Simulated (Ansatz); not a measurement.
**Run report: GePH7O4, geometry relaxation (part 2 of 2)**

The same run, continued: GePH7O4; RKS PBE/def2-SVP (Ansatz 0.2.0). The input holds or restrains some coordinates. It belongs to a series of runs on one base structure; here: pulled along the bonds that form and break, towards end A.

Geometry of the input (Å):
```
Ge 0.0000  0.0000  0.0000
O  0.0000  0.0000  2.1200
H  -0.9095  -0.2814  2.4571
O  1.6691  0.0000  -0.5894
H  1.9855  -0.9521  -0.7061
O  -0.8337  1.4443  -0.5894
H  -1.7915  1.2136  -0.8118
O  -0.8337  -1.4443  -0.5894
H  -1.2883  -1.9100  0.1830
P  1.3478  2.0326  0.8104
H  2.4401  1.5915  1.6033
H  1.8381  2.7536  -0.3104
H  0.6948  1.0477  1.9541
```

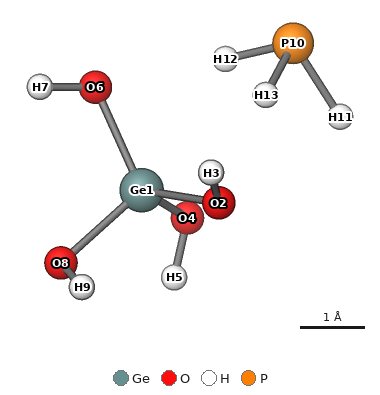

*The geometry at step 6 of the log (ball-and-stick view, seen at a tilt; atoms are numbered from 1 in the order of the input).*

Trajectory as extended XYZ, continued
```
13
Properties=species:S:1:pos:R:3:forces:R:3 step=3 energy=-74070.34497
Ge   -0.1010   -0.1645    0.0534    2.7876   4.6417   1.5337
O    -0.1250   -0.2566    1.9606    0.6341  -0.5338  -1.4353
H    -0.9479   -0.2932    2.4684   -0.6319   0.0144  -0.1301
O     1.6350   -0.0342   -0.5849   -1.2201  -1.0696   0.3721
H     1.9859   -0.9513   -0.7107   -0.1501   0.2944   0.0092
O    -0.8409    1.4070   -0.5806   -0.2636  -1.2637   0.3335
H    -1.7848    1.2187   -0.8126    0.4785   0.1388   0.0760
O    -0.8741   -1.5055   -0.5981   -1.6541  -2.6413  -0.7927
H    -1.2946   -1.9233    0.1768   -0.2424  -0.5444  -0.1461
P     1.4892    2.3337    1.0138    0.1717   2.8630   2.6247
H     2.4969    1.5905    1.6000    1.9690  -0.0524  -0.3676
H     1.8368    2.7323   -0.3221   -0.4712  -1.5609  -0.2710
H     0.8430    1.3420    1.8675   -1.4076  -0.2861  -1.8066
13
Properties=species:S:1:pos:R:3:forces:R:3 step=4 energy=-74071.37405
Ge   -0.1196   -0.1903    0.0766    2.1362   3.7439   0.1144
O    -0.1593   -0.3618    1.8932    0.1422  -0.4653  -0.1863
H    -0.9609   -0.2920    2.4548    0.0442   0.1420  -0.6166
O     1.6090   -0.0436   -0.5709   -1.2519  -0.7204   0.5921
H     1.9785   -0.9467   -0.7066   -0.1892   0.2064   0.0662
O    -0.8372    1.3868   -0.5699    0.0109  -1.1700   0.5125
H    -1.7765    1.2176   -0.8097    0.2864   0.0304   0.0404
O    -0.8981   -1.5423   -0.6113   -1.1245  -1.7829  -0.6613
H    -1.3050   -1.9428    0.1762   -0.3226  -0.6530  -0.0231
P     1.5589    2.4863    1.1130    0.7448   2.3673   1.6209
H     2.5388    1.5938    1.5867    1.4710   0.1215  -0.4701
H     1.8195    2.6855   -0.3240   -0.6239  -1.5142   0.4708
H     0.8705    1.4449    1.8231   -1.3236  -0.3057  -1.4600
13
Properties=species:S:1:pos:R:3:forces:R:3 step=5 energy=-74072.51597
Ge   -0.1042   -0.1598    0.0833    0.5983   1.2315  -0.7307
O    -0.1643   -0.4415    1.8495    0.0400  -0.2713   0.5253
H    -0.9523   -0.2720    2.4108    0.2043   0.1742  -0.6032
O     1.5838   -0.0571   -0.5428   -0.5232  -0.2946   0.3509
H     1.9547   -0.9502   -0.6961   -0.1689   0.0351   0.0622
O    -0.8373    1.3714   -0.5421   -0.0217  -0.4783   0.3587
H    -1.7658    1.2059   -0.8059    0.1404  -0.0625   0.0031
O    -0.9182   -1.5596   -0.6190   -0.4108  -0.4726  -0.0299
H    -1.3154   -1.9740    0.1728   -0.0956  -0.3578  -0.1571
P     1.6369    2.6173    1.2341    0.5455   0.3322   0.1156
H     2.6308    1.6218    1.5472    0.5780   0.3986  -0.3324
H     1.7637    2.5749   -0.2711   -0.4412  -0.6554   1.2977
H     0.8064    1.5183    1.7106   -0.4451   0.4209  -0.8602
13
Properties=species:S:1:pos:R:3:forces:R:3 step=6 energy=-74072.92899
Ge   -0.0774   -0.1335    0.0772    0.0849   0.4391  -0.3885
O    -0.1289   -0.4453    1.8356    0.0489  -0.2030   0.4567
H    -0.9234   -0.1798    2.3392    0.0638   0.1504  -0.3166
O     1.6200   -0.1233   -0.4713   -0.0682  -0.5462  -0.0844
H     1.8616   -1.0167   -0.8169   -0.2209   0.4235   0.1917
O    -0.8354    1.3865   -0.5020   -0.0955  -0.2316   0.1523
H    -1.7267    1.1838   -0.8565    0.1780  -0.0523   0.0294
O    -0.9649   -1.5121   -0.6108   -0.2645  -0.3675   0.0005
H    -1.2459   -2.0195    0.1811    0.0109  -0.0972  -0.2499
P     1.6346    2.6400    1.2948    0.2478   0.3880   0.2315
H     2.6791    1.6943    1.5299    0.4892   0.1169  -0.1137
H     1.6539    2.4647   -0.1454   -0.1620  -0.2338   0.3693
H     0.7720    1.5563    1.6766   -0.3124   0.2138  -0.2783
13
Properties=species:S:1:pos:R:3:forces:R:3 step=7 energy=-74073.07019
Ge   -0.0827   -0.1159    0.0987   -0.1534  -0.1829  -0.4856
O    -0.1693   -0.4154    1.8521   -0.1249  -0.1178   0.4673
H    -0.9544    0.0017    2.2610    0.1135   0.0160  -0.1156
O     1.6066   -0.1519   -0.4493    0.0551  -0.1880  -0.0263
H     1.7814   -1.0424   -0.8219   -0.0751   0.1522   0.0321
O    -0.8935    1.3859   -0.4177   -0.1363  -0.0622   0.0155
H    -1.7338    1.1381   -0.8573    0.1342   0.0042   0.0084
O    -0.9456   -1.5004   -0.6501   -0.0531  -0.1671   0.1675
H    -1.1158   -2.1230    0.0906   -0.0305   0.0594  -0.2463
P     1.6780    2.6228    1.3381    0.3549   0.4985   0.0271
H     2.7721    1.7054    1.4668    0.1900   0.0372  -0.0153
H     1.5929    2.4153   -0.0878   -0.0892  -0.0426   0.1906
H     0.7828    1.5753    1.7081   -0.1854  -0.0069  -0.0195
13
Properties=species:S:1:pos:R:3:forces:R:3 step=8 energy=-74073.12008
Ge   -0.0855   -0.1400    0.1411   -0.1645  -0.2679  -0.3952
O    -0.2120   -0.4235    1.8945   -0.1322  -0.0820   0.2632
H    -0.9210    0.1393    2.2617   -0.0042  -0.0045   0.0287
O     1.6267   -0.2139   -0.3384   -0.0419  -0.1460  -0.1225
H     1.7302   -1.0257   -0.8790   -0.0149   0.1090   0.0398
O    -0.9413    1.3526   -0.3407   -0.1024  -0.0765  -0.1063
H    -1.6486    1.0937   -0.9727    0.1997   0.0395   0.1548
O    -0.9296   -1.4872   -0.6965    0.0828   0.1031  -0.1033
H    -1.1790   -2.1372   -0.0165   -0.0828  -0.1705   0.0767
P     1.6613    2.6195    1.3586    0.4032   0.5007   0.0807
H     2.8812    1.8475    1.3780   -0.0833   0.0420   0.0081
H     1.4532    2.3718   -0.0380   -0.0167   0.0279  -0.0168
H     0.8831    1.4986    1.7794   -0.0428  -0.0748   0.0921
13
Properties=species:S:1:pos:R:3:forces:R:3 step=9 energy=-74073.12628
Ge   -0.0809   -0.1582    0.1675   -0.1771  -0.2411  -0.4804
O    -0.2579   -0.3944    1.9202    0.0048  -0.2378   0.2841
H    -0.9497    0.1972    2.2718   -0.0248   0.0500  -0.0331
O     1.6210   -0.2518   -0.3385    0.0432   0.1152   0.1153
H     1.7014   -1.0126   -0.9451   -0.0545  -0.0729  -0.0330
O    -0.9223    1.3434   -0.3139    0.0582  -0.0222   0.0521
H    -1.5928    1.0997   -0.9802   -0.0438  -0.0118  -0.0654
O    -0.8855   -1.5070   -0.7022   -0.0835  -0.1010   0.0854
H    -1.1870   -2.1671   -0.0462   -0.0024   0.0407  -0.0833
P     1.6532    2.6173    1.3660    0.3646   0.5501   0.0893
H     2.8872    1.8778    1.3444    0.0146   0.0100  -0.0006
H     1.4068    2.3775   -0.0260   -0.0222   0.0004   0.0087
H     0.9252    1.4737    1.8136   -0.0773  -0.0795   0.0609
```

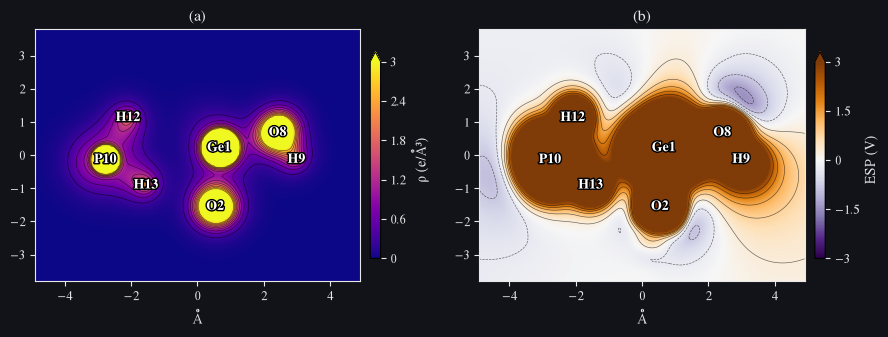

*(a) total electron density; (b) molecular electrostatic potential on the plane of atoms O2, Ge1 and O8.*

The section cuts through Ge, O, H and P sites. O–H (0.98 Å): ρ at the midpoint is about 3.5 e/Å³, with its minimum of 2.3 e/Å³ about 0.8 Å from O.

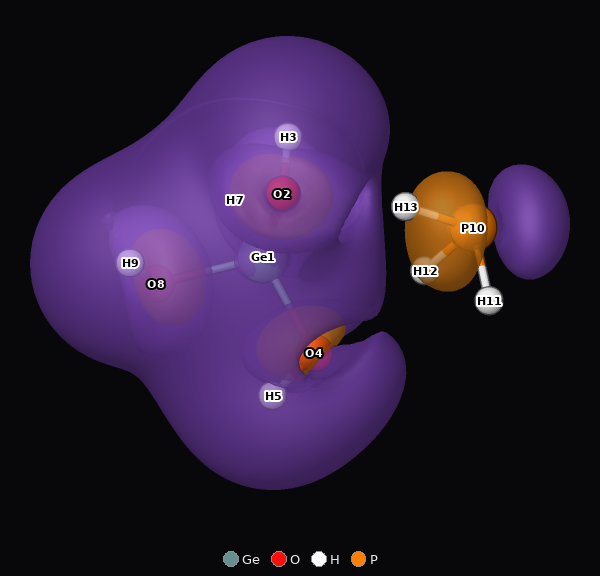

*The LUMO at ±0.04 Å⁻³ᐟ² (orange and purple are the two phases), seen face on.*

Its weight (Hirshfeld) is mainly on Ge1 (30 %), O2 (10 %), O6 (10 %), O4 (10 %) and O8 (10 %). Its energy is −1.21 eV.

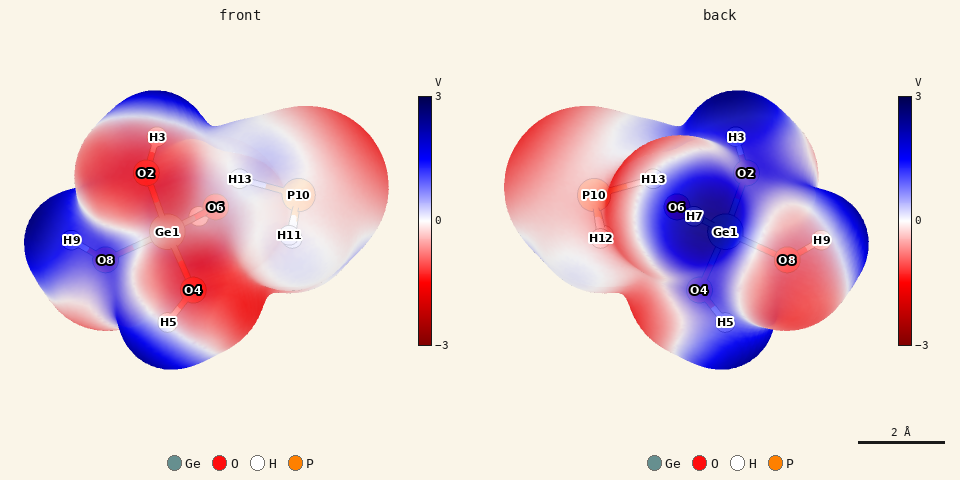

*The electrostatic potential painted on the density surface at 0.002 e/bohr³, seen at a tilt and from behind; the colour scale runs from red (negative) to blue (positive).*

Summary

```tsv
quantity	value
outcome	converged under the restraints of the input
total energy	−74073.1263 eV
mean-field energy	−74073.1263 eV
largest force (length of the vector) at the end, held atoms and coordinates included	0.666 eV/Å
wall time	19 s (CPU time 72 s)
peak memory	0.22 GiB
```
